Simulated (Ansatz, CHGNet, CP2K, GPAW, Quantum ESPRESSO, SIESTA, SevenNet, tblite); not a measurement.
**CP2K runs on random packing of B86H14 (at. %) (90 atoms)**

How do the settings of CP2K change the result for random packing of B86H14 (at. %) (90 atoms)? A plane-wave run serves as the yardstick.

Main program and level: CP2K 2026.2; the method is named at each step.

## (1) Set-up

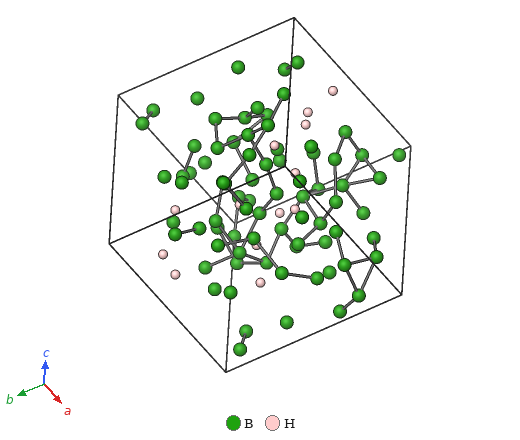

Start, viewed from a free direction; boron green, hydrogen pink. Bonds to atoms that aren't drawn are left out. Some periodic images of atoms are drawn too.

The cell holds 90 atoms: 77 B and 13 H. Its edges and angles: a = 8.907 Å, b = 8.907 Å, c = 8.907 Å, α = 90.0°, β = 90.0°, γ = 90.0°. 90 atoms (77 B, 13 H) packed at random in a cube at 1.99 g/cm³ and pushed apart as soft spheres; a start for melting by ab initio MD, not an equilibrated structure. Then every atom was moved at random, 0.02 Å r.m.s. a Cartesian component (hydrogen 0.6 of that).

The yardstick, on the same geometry:

* method: Kohn-Sham DFT, PBE, PAW, plane waves (Ansatz 0.2.0); cutoff 420 eV, Γ point, fermi-dirac smearing of 0.05 eV; PAW set soft_2
* r.m.s. force component: 1.085 eV/Å
* longest force: 4.111 eV/Å
* pressure: -14.43 GPa
* SCF cycles: 8
* time: 5.1 s on 4 threads of Arm Neoverse V1, shared host
* CPU time: 19 s

## (2) PBE, DZVP-MOLOPT-SR, 450/50 Ry, diagonalisation

Method: Kohn-Sham DFT, PBE, GTH-PBE pseudopotentials, Gaussian and plane waves, DZVP-MOLOPT-SR-GTH, diagonalisation.

input.inp reads:

```
&GLOBAL
  PROJECT cell
  RUN_TYPE ENERGY_FORCE
  PRINT_LEVEL LOW
&END GLOBAL
&FORCE_EVAL
  METHOD QS
  STRESS_TENSOR ANALYTICAL
  &DFT
    BASIS_SET_FILE_NAME BASIS_MOLOPT
    POTENTIAL_FILE_NAME GTH_POTENTIALS
    &MGRID
      CUTOFF 450
      REL_CUTOFF 50
    &END MGRID
    &QS
      EPS_DEFAULT 1.0E-12
    &END QS
    &SCF
      SCF_GUESS ATOMIC
      EPS_SCF 5.0E-06
      MAX_SCF 200
      ADDED_MOS 34
      &DIAGONALIZATION
        ALGORITHM STANDARD
      &END DIAGONALIZATION
      &SMEAR ON
        METHOD FERMI_DIRAC
        ELECTRONIC_TEMPERATURE [K] 580
      &END SMEAR
      &MIXING
        METHOD BROYDEN_MIXING
        ALPHA 0.15
        NBROYDEN 12
      &END MIXING
      &PRINT
        &RESTART OFF
        &END RESTART
      &END PRINT
    &END SCF
    &XC
      &XC_FUNCTIONAL PBE
      &END XC_FUNCTIONAL
    &END XC
    &PRINT
      &MULLIKEN ON
      &END MULLIKEN
      &HIRSHFELD ON
        SHAPE_FUNCTION DENSITY
      &END HIRSHFELD
      &MO ON
        EIGENVALUES T
        OCCUPATION_NUMBERS T
        MO_INDEX_RANGE 111 134
        &EACH
          QS_SCF 0
        &END EACH
        ADD_LAST NUMERIC
      &END MO
    &END PRINT
  &END DFT
  &SUBSYS
    &CELL
      A 8.90670 0.00000 0.00000
      B 0.00000 8.90670 0.00000
      C 0.00000 0.00000 8.90670
    &END CELL
    &COORD
      SCALED
      B 0.87437 0.09282 0.32188
      B 0.69192 0.19356 0.45840
      B 0.67230 0.85610 0.20079
      B 0.00168 0.35583 0.07496
      B 0.71753 0.41737 0.31403
      B 0.96148 0.03627 0.92548
      B 0.62364 0.43500 0.04737
      B 0.74915 0.42924 0.66759
      B 0.91034 0.85939 0.00320
      B 0.79430 0.35100 0.48530
      B 0.97331 0.44534 0.56411
      B 0.72119 0.14219 0.03370
      B 0.65135 0.15284 0.20110
      B 0.68212 0.86810 0.62897
      B 0.17321 0.30725 0.70225
      B 0.20234 0.18381 0.92077
      B 0.78871 0.12731 0.82302
      B 0.68369 0.73180 0.39135
      B 0.46399 0.49530 0.17479
      B 0.73973 0.57080 0.97650
      B 0.02443 0.32699 0.85695
      B 0.34549 0.72954 0.26159
      B 0.12121 0.05246 0.83004
      B 0.87231 0.90590 0.75431
      B 0.37788 0.63276 0.54994
      B 0.22751 0.07430 0.13419
      B 0.69667 0.93637 0.40931
      B 0.77232 0.82114 0.88962
      B 0.85830 0.69676 0.45686
      B 0.48465 0.73829 0.43578
      B 0.69453 0.34409 0.87107
      B 0.60519 0.57194 0.50588
      B 0.94225 0.61977 0.08809
      B 0.14741 0.64384 0.91966
      B 0.87106 0.87945 0.55978
      B 0.50735 0.40831 0.46771
      B 0.60028 0.99003 0.98963
      B 0.13429 0.44133 0.22963
      B 0.23287 0.02390 0.34594
      B 0.99452 0.62754 0.64861
      B 0.78263 0.34228 0.10148
      B 0.81434 0.03461 0.64324
      B 0.60172 0.09769 0.80137
      B 0.82612 0.60002 0.60604
      B 0.97129 0.87502 0.18604
      B 0.15519 0.51384 0.52508
      B 0.32367 0.59984 0.05950
      B 0.21001 0.36475 0.08625
      B 0.15666 0.81493 0.48991
      B 0.46502 0.97124 0.53349
      B 0.06065 0.64169 0.27704
      B 0.49586 0.82955 0.88572
      B 0.59449 0.61898 0.74596
      B 0.77706 0.22246 0.65946
      B 0.45363 0.38128 0.70624
      B 0.25844 0.72418 0.73792
[... 30 atom lines left out ...]
      H 0.60684 0.57977 0.29668
      H 0.32502 0.91796 0.16765
      H 0.87942 0.65397 0.78790
      H 0.41812 0.55578 0.39316
    &END COORD
    &KIND B
      BASIS_SET DZVP-MOLOPT-SR-GTH-q3
      POTENTIAL GTH-PBE-q3
    &END KIND
    &KIND H
      BASIS_SET DZVP-MOLOPT-SR-GTH-q1
      POTENTIAL GTH-PBE-q1
    &END KIND
  &END SUBSYS
  &PRINT
    &FORCES ON
    &END FORCES
    &STRESS_TENSOR ON
    &END STRESS_TENSOR
  &END PRINT
&END FORCE_EVAL
```

Run with:

```bash
> OMP_NUM_THREADS=1 mpirun -np 4 cp2k.psmp -i input.inp > output.txt
```

Numbers of over 12 decimals in the logs are rounded to 6 here.

The log of the run:

```text
CP2K| version string:                                       CP2K version 2026.2
 CP2K| Input file name                                                 input.inp
 GLOBAL| Basis set file name                                        BASIS_MOLOPT
 GLOBAL| Potential file name                                      GTH_POTENTIALS
 GLOBAL| Run type                                                   ENERGY_FORCE
 GLOBAL| Total number of message passing processes                             4
 GLOBAL| Number of threads for this process                                    1
 TOTAL NUMBERS AND MAXIMUM NUMBERS
  Total number of            - Atomic kinds:                                   2
                             - Atoms:                                         90
                             - Shell sets:                                    90
                             - Shells:                                       424
                             - Primitive Cartesian functions:                373
                             - Cartesian basis functions:                   1143
                             - Spherical basis functions:                   1066
  Maximum angular momentum of- Orbital basis functions:                        2
                             - Local part of the GTH pseudopotential:          2
                             - Non-local part of the GTH pseudopotential:      0
 SCF PARAMETERS         Density guess:                                    ATOMIC
                        max_scf:                                             200
                        eps_scf:                                        5.00E-06
                        added MOs                                        34    0
                        Mixing method:                            BROYDEN_MIXING
                                                charge density mixing in g-space
                        Smear method:                                FERMI_DIRAC
                        Electronic temperature [K]:                        580.0
                        Electronic temperature [a.u.]:                  1.84E-03
                        Accuracy threshold:                             1.00E-10
 Extrapolation method: initial_guess
 Number of electrons:                                                        244
 Number of occupied orbitals:                                                122
 Number of molecular orbitals:                                               156
 Number of orbital functions:                                               1066
 Number of independent orbital functions:                                   1066
 SCF WAVEFUNCTION OPTIMIZATION
  Step     Update method      Time    Convergence         Total energy    Change
     1 NoMix/Diag. 0.15E+00    5.1     1.30549518      -229.1921557657 -2.29E+02
     2 Broy./Diag. 0.15E+00    6.8     0.31120298      -212.6216576615  1.66E+01
     3 Broy./Diag. 0.15E+00    7.0     0.21103455      -216.2445630820 -3.62E+00
     4 Broy./Diag. 0.15E+00    7.0     0.11613822      -219.2472821848 -3.00E+00
[...]
17 Broy./Diag. 0.15E+00    6.7     0.00000976      -220.8772594467  9.68E-05
    18 Broy./Diag. 0.15E+00    6.5     0.00000402      -220.8772603359 -8.89E-07
  *** SCF run converged in    18 steps ***
  Electronic density on regular grids:       -244.0000000000        0.0000000000
  Core density on regular grids:              243.9999999995       -0.0000000005
  Total charge density on r-space grids:       -0.0000000005
  Total charge density g-space grids:          -0.0000000005
  Overlap energy of the core charge distribution:               1.85964e-05
  Self energy of the core charge distribution:               -484.912963
  Core Hamiltonian energy:                                    152.025967
  Hartree energy:                                             195.966881
  Exchange-correlation energy:                                -83.947013
  Electronic entropic energy:                                  -0.010150
  Fermi energy:                                                 0.227983
  Total energy:                                              -220.877260
  Total energy (extrapolated to T->0):                       -220.872185
 MO| EIGENVALUES AND OCCUPATION NUMBERS
 MO|
 MO|  Index      Eigenvalue [a.u.]        Eigenvalue [eV]             Occupation
 MO|    111               0.196470               5.346211               2.000000
 MO|    112               0.198314               5.396402               2.000000
 MO|    113               0.202346               5.506103               1.999998
[...]
MO|    133               0.254628               6.928769               0.000001
 MO|    134               0.258326               7.029419               0.000000
 MO| Sum:                                                             244.000000
 MO| E(Fermi):            0.227983 a.u.          6.203721 eV
 !-----------------------------------------------------------------------------!
                     Mulliken Population Analysis
 #  Atom  Element  Kind  Atomic population                           Net charge
       1     B        1          2.929462                              0.070538
       2     B        1          3.002492                             -0.002492
       3     B        1          3.054180                             -0.054180
[...]
89     H        2          0.855801                              0.144199
      90     H        2          0.921663                              0.078337
 # Total charge                            244.000000                  0.000000
 !-----------------------------------------------------------------------------!
 !-----------------------------------------------------------------------------!
                           Hirshfeld Charges
  #Atom  Element  Kind  Ref Charge     Population                    Net charge
      1       B      1       3.000          2.949                         0.051
      2       B      1       3.000          3.003                        -0.003
      3       B      1       3.000          2.948                         0.052
[...]
89       H      2       1.000          0.957                         0.043
     90       H      2       1.000          0.988                         0.012
  Total Charge                                                           -0.000
 !-----------------------------------------------------------------------------!
 ENERGY| Total FORCE_EVAL ( QS ) energy [hartree]           -220.877317
 FORCES| Atomic forces [hartree/bohr]
 FORCES|   Atom     x               y               z               |f|
 FORCES|      1 -1.14270497E-02 -1.36031105E-02  9.79363953E-03   2.02863860E-02
 FORCES|      2  1.55615454E-02 -1.80498927E-02  2.04105103E-03   2.39191599E-02
 FORCES|      3 -1.34048141E-02 -3.90544267E-03  1.67257880E-02   2.17874622E-02
[...]
FORCES|     89  8.05957615E-03 -5.34152368E-03 -2.92798440E-02   3.08350110E-02
 FORCES|     90 -4.52635281E-03 -1.11009746E-02 -4.33671188E-03   1.27485912E-02
 FORCES| Sum     1.72234654E-05 -4.20185671E-05  1.17625437E-05
 FORCES| Total atomic force                                       4.69101819E-05
 STRESS| Analytical stress tensor [bar]
 STRESS|                        x                   y                   z
 STRESS|      x       -1.45667936034E+05  -3.81740212908E+04   1.39393428038E+04
 STRESS|      y       -3.81740212908E+04  -1.47167673979E+05  -2.81301444317E+04
 STRESS|      z        1.39393428038E+04  -2.81301444317E+04  -1.43431201349E+05
 STRESS| 1/3 Trace                                            -1.45422270454E+05
```

It took 2.4 min on 4 MPI ranks of Arm Neoverse V1, shared host; peak memory 2.4 GiB.

Banners, paths, timers and routine set-up lines are dropped from the logs unmarked, and long logs keep their key lines alone; longer cuts are marked.

Against the reference:

* r.m.s. force component: 1.094 eV/Å
* r.m.s. difference of force components: 31.38 meV/Å
* longest difference of force vectors: 124.6 meV/Å
* force difference over r.m.s. force: 2.892 %
* slope of forces against the reference's: 1.008
* correlation of force components: 0.9996
* pressure: -14.54 GPa
* pressure difference: -0.108 GPa

Length of the force difference by element (eV/Å):

```
element  atoms   mean  most
      B     77  0.045  0.12
      H     13  0.063  0.12
```

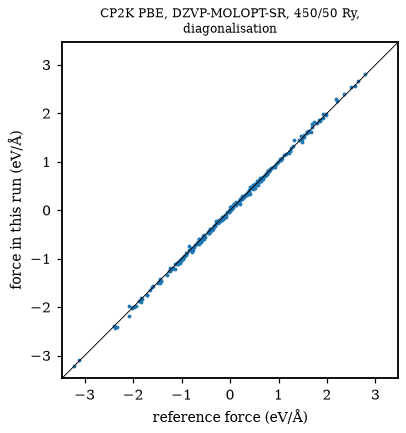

Force components against those of the reference; the line marks equality.

A closer look about B63, picked at random: 9 atoms, nearest first, numbered in the order of the input, with positions taken from that point.

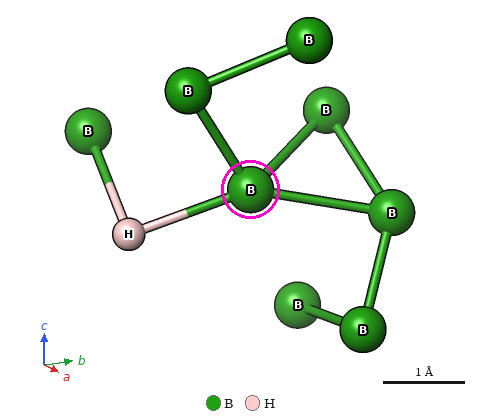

The atoms of the table, within 2.3 Å (arrows a, b, c point along x, y, z); some may hide others; the central atom is ringed.

```
atom      x      y      z  distance (Å)  Hirshfeld charge (e)     Fx     Fy  Fz (eV/Å)
 B63   0.00   0.00   0.00          0.00                 -0.02  -0.03   1.22      -1.12
 B61   0.02  -0.86   1.35          1.60                 -0.11  -0.32  -3.21       0.94
 H86  -0.32  -1.51  -0.49          1.62                  0.04   0.72  -0.21      -0.59
 B57  -0.77   1.36   0.71          1.72                  0.06  -0.80   1.05       1.96
 B38   0.64   1.63  -0.31          1.78                 -0.07  -2.00   0.63       0.05
  B4  -0.54   0.87  -1.69          1.97                 -0.03  -0.18   0.36      -0.68
 B66   0.58   0.55   1.99          2.14                 -0.04   2.39   0.58       1.63
 B48   1.32   0.95  -1.59          2.27                  0.01   1.00  -1.11      -1.50
  B1  -1.67  -1.47   0.51          2.29                  0.05  -0.59  -0.70       0.50
```

Forces lie 2.9 % from the reference's, at 31 times its CPU time.

## (3) PBE, TZV2P-MOLOPT (SR for B), 450/50 Ry, diagonalisation

Method: Kohn-Sham DFT, PBE, GTH-PBE pseudopotentials, Gaussian and plane waves, TZV2P-MOLOPT-GTH, diagonalisation.

Edit input.inp of step 2 so:

```diff
@@ -10,2 +10,3 @@
     BASIS_SET_FILE_NAME BASIS_MOLOPT
+    BASIS_SET_FILE_NAME BASIS_MOLOPT_UCL
     POTENTIAL_FILE_NAME GTH_POTENTIALS
@@ -68,7 +69,30 @@
     &COORD
-      SCALED
-[... 90 atom lines left out: the same atoms as in the first run ...]
+      B 7.78775 0.82672 2.86689
+      B 6.16272 1.72398 4.08283
+      B 5.98797 7.62503 1.78838
+      B 0.01496 3.16927 0.66765
+      B 6.39082 3.71739 2.79697
+      B 8.56361 0.32305 8.24297
+      B 5.55457 3.87441 0.42191
+      B 6.67245 3.82311 5.94602
+      B 8.10813 7.65433 0.02850
+      B 7.07459 3.12625 4.32242
+      B 8.66898 3.96651 5.02436
+      B 6.42342 1.26644 0.30016
+      B 5.80138 1.36130 1.79114
+      B 6.07544 7.73191 5.60205
+      B 1.54273 2.73658 6.25473
+      B 1.80218 1.63714 8.20102
+      B 7.02480 1.13391 7.33039
+      B 6.08942 6.51792 3.48564
+      B 4.13262 4.41149 1.55680
+      B 6.58855 5.08394 8.69739
+[... 66 atom lines left out ...]
+      H 5.40494 5.16384 2.64244
+      H 2.89486 8.17599 1.49321
+      H 7.83273 5.82471 7.01759
+      H 3.72407 4.95017 3.50176
     &END COORD
     &KIND B
-      BASIS_SET DZVP-MOLOPT-SR-GTH-q3
+      BASIS_SET TZV2P-MOLOPT-SR-GTH-q3
       POTENTIAL GTH-PBE-q3
@@ -76,3 +100,3 @@
     &KIND H
-      BASIS_SET DZVP-MOLOPT-SR-GTH-q1
+      BASIS_SET TZV2P-MOLOPT-GTH-q1
       POTENTIAL GTH-PBE-q1
```

The log of the run:

```text
CP2K| version string:                                       CP2K version 2026.2
 CP2K| Input file name                                                 input.inp
 GLOBAL| Basis set file name                                        BASIS_MOLOPT
 GLOBAL| Potential file name                                      GTH_POTENTIALS
[... lines left out ...]
 Number of electrons:                                                        244
[... lines left out ...]
  Step     Update method      Time    Convergence         Total energy    Change
[... lines left out ...]
  *** SCF run converged in    20 steps ***
[... lines left out ...]
  Fermi energy:                                                 0.226875
  Total energy:                                              -220.948476
  Total energy (extrapolated to T->0):                       -220.943444
[... lines left out ...]
 MO| E(Fermi):            0.226875 a.u.          6.173592 eV
[... lines left out ...]
 ENERGY| Total FORCE_EVAL ( QS ) energy [hartree]           -220.948500
[... lines left out ...]
 FORCES|      1 -1.14333060E-02 -1.35885042E-02  9.49602792E-03   2.01380853E-02
 FORCES|      2  1.52449811E-02 -1.76511988E-02  2.27824315E-03   2.34342625E-02
 FORCES|      3 -1.21906456E-02 -4.55709083E-03  1.63786584E-02   2.09198319E-02
[...]
FORCES|     89  7.71349569E-03 -5.15736707E-03 -2.82025009E-02   2.96896869E-02
 FORCES|     90 -4.37305310E-03 -1.10710038E-02 -5.71264277E-03   1.32032195E-02
 FORCES| Sum     1.80635096E-05 -4.23801302E-05  1.26896632E-05
 FORCES| Total atomic force                                       4.77848655E-05
 STRESS| Analytical stress tensor [bar]
 STRESS|                        x                   y                   z
 STRESS|      x       -1.43607285805E+05  -3.84603590845E+04   1.30476532104E+04
 STRESS|      y       -3.84603590845E+04  -1.45893965871E+05  -2.71899947850E+04
 STRESS|      z        1.30476532104E+04  -2.71899947850E+04  -1.43016783026E+05
 STRESS| 1/3 Trace                                            -1.44172678234E+05
```

The job ended after 5.7 min (4 MPI ranks; peak memory 3.4 GiB).

Against the reference:

```
r.m.s. force component                  : 1.078 eV/Å
r.m.s. difference of force components   : 21.92 meV/Å
longest difference of force vectors     : 129.7 meV/Å
force difference over r.m.s. force      : 2.02 %
slope of forces against the reference's : 0.9932
correlation of force components         : 0.9998
pressure                                : -14.42 GPa
pressure difference                     : 0.0169 GPa
```

Against the first run (2.9 %), the force difference from the reference is 2.0 %, at 2.4 times the CPU time, with 1811 basis functions against 1066: the larger basis brings the forces nearer.

The difference per atom is largest on B (0.035 eV/Å on average, against 0.013 on H).

(Part 1 of 2 ends here.)

[Also dropped from logs without a mark: logging warnings of Python, and SIESTA's first energy breakdown and zero terms.]

[Logs are printed without paths, hosts, clocks, repeated set-up lines and the standing remarks that a program may print on its own settings, such as how far it seeks lower states.]

[Hosts, paths, dates, database ids (printed as entryN), source tags and the programs' standing remarks are cut or masked in the printed files.]
